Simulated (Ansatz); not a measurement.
# PH+ (quartet): inputs that go wrong

3 inputs are run for PH+ (quartet) as typed; the log has to tell whether the result can be used and what must change.

Computed with Ansatz 0.2.0, Gaussian basis. Level: the settings change from run to run.

8 further runs of the same task are left out: 2 that didn't finish, 6 set aside as unsound or not needed.

### 1 The geometry

The geometry is a PBE0/def2-TZVP stationary point (not a proven minimum) of the parent state, kept for this charge and spin.

2 atoms, charge 1, spin multiplicity 4.

Atoms are counted from 1 here; the program's logs count them from 0.

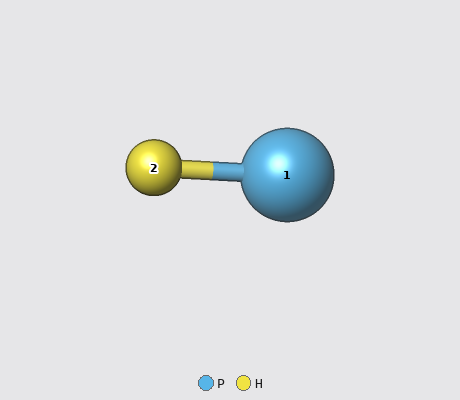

The structure; phosphorus blue, hydrogen yellow; atoms are numbered from 1 in the order of the file.

Geometry (Å):

```
P     0.00000    0.00000    0.00000
H     0.00000    0.00000    1.43420
```

### 2 Try 1

The input, in.yaml:

```yaml
crystal:
  periodic: [false, false, false]
  atoms:
    - {symbol: P, position_ang: [0.000000, 0.000000, 0.000000]}
    - {symbol: H, position_ang: [0.000000, 0.000000, 1.434200]}
basis:
  gaussian: {orbitals: def2-SVPD}
total_charge: 1
magnetization: {spin_polarized: false, initial_magnetization: 3}
correlation: {active_space: {ras: {orbitals: [1, 3, 23], electrons: 2, max_holes: 2, max_particles: 2}, fixed_orbitals: true}}
accuracy: high
output: {forces: true}
```

Command:

```
ansatz run in.yaml --threads 1 --pin off --events-out ev --progress --plain --max-ram 2393MiB
```

Output:

```text
Functional definition: HF
  name "HF"
  cite "Fock, Z. Phys. 61, 126 (1930) doi:10.1007/BF01340294"
  parent pbe
  exchange = exact_x
  correlation = 0
494 factors; integrals over basis functions are off by at most 3.3e-9 eV
mean field evaluation 1: about -9272.7473 eV, gradient 6.1e0 eV
mean field evaluation 2: about -9272.7537 eV, gradient 6.2e0 eV
mean field evaluation 4: about -9273.1973 eV, gradient 9.3e-1 eV
mean field evaluation 8: about -9273.2327 eV, gradient 2.0e-3 eV
mean field -9273.23271621 eV, -340.7850166978 hartree, gradient 1.5e-8 eV, S^2 3.750000; 0 other end points of the search recorded, 0 dependent functions left out
reference -9273.23271621 eV, -340.7850166978 hartree; 9, 6 occupied and 23, 26 virtual orbitals, 494 factors
Error: 2 electrons in 27 orbitals form no window around the highest filled level of the reference
```

Wall time 0.57 s (1 thread of AMD EPYC, shared host).

What is wrong: The run stopped with an error. The electron count of the restricted space is wrong. Fix: count the correlated electrons again.

### 3 Try 2

The input, in.yaml:

```yaml
crystal:
  periodic: [false, false, false]
  atoms:
    - {symbol: P, position_ang: [0.000000, 0.000000, 0.000000]}
    - {symbol: H, position_ang: [0.000000, 0.000000, 1.434200]}
basis:
  gaussian: {orbitals: "6-31G*", point_charges: [{charge: -0.50, position_ang: [3.747, 0.826, -0.741]}]}
total_charge: 1
magnetization: {spin_polarized: false, initial_magnetization: 3}
correlation: {method: ccsdtqp, electrons: valence}
accuracy: high
```

Same command.

Output:

```text
Error: YAML parse error: error: line 10 column 23: unknown variant `ccsdtqp`, expected one of mp2, rpa, ccsd, ccsd_t, bccd, bccd_t, ccsdt, ccsdt_q, ccsdt_q_b, ccsdtq, fci, sc_nevpt2, fic_nevpt4_sd, fic_mrcisd_q, fic_mrcisd_q_relaxed
  --> <input>:10:23
   |
 8 | total_charge: 1
 9 | magnetization: {spin_polarized: false, initial_magnetization: 3}
10 | correlation: {method: ccsdtqp, electrons: valence}
   |                       ^ unknown variant `ccsdtqp`, expected one of mp2, rpa, ccsd, ccsd_t, bccd, bccd_t, ccsdt, ccsdt_q, ccsdt_q_b, ccsdtq, fci, sc_nevpt2, fic_nevpt4_sd, fic_mrcisd_q, fic_mrcisd_q_relaxed
11 | accuracy: high
   |
```

Run time: 0.07 s. Hardware: 1 thread of AMD EPYC, shared host.

**Diagnosis.** The run was refused. The method's name isn't one that the program knows. Cure: name one from the list in the message.

### 4 Try 3

The input, in.yaml:

```yaml
crystal:
  periodic: [false, false, false]
  atoms:
    - {symbol: P, position_ang: [0.000000, 0.000000, 0.000000]}
    - {symbol: H, position_ang: [0.000000, 0.000000, 1.434200]}
basis:
  gaussian: {orbitals: STO-3G}
total_charge: 1
magnetization: {spin_polarized: false, initial_magnetization: 3}
hamiltonian: {xc: pbe0}
correlation: {method: sc_nevpt2, electrons: valence, active_space: {window: {electrons: 5, orbitals: 5}}}
```

Same command.

Output:

```text
Error: invalid value for `correlation.active_space`: it starts from restricted Hartree–Fock orbitals; set hamiltonian.xc: hf without magnetization.spin_polarized
```

It took 0.08 s on 1 thread of AMD EPYC, shared host.

What is wrong: The run was refused. An active space is asked on a functional's orbitals. Cure: start from Hartree-Fock.

### 5 How the runs ended

```tsv
try	level	ended	cause	time
1	CISD/def2-SVPD	stopped by an error	the electron count of the restricted space is wrong	0.57 s
2	'ccsdtqp'/6-31G*	refused	the method's name isn't one that the program knows	0.07 s
3	NEVPT2(5,5)/STO-3G	refused	an active space is asked on a functional's orbitals	0.08 s
```

1 stopped by an error, 2 refused.
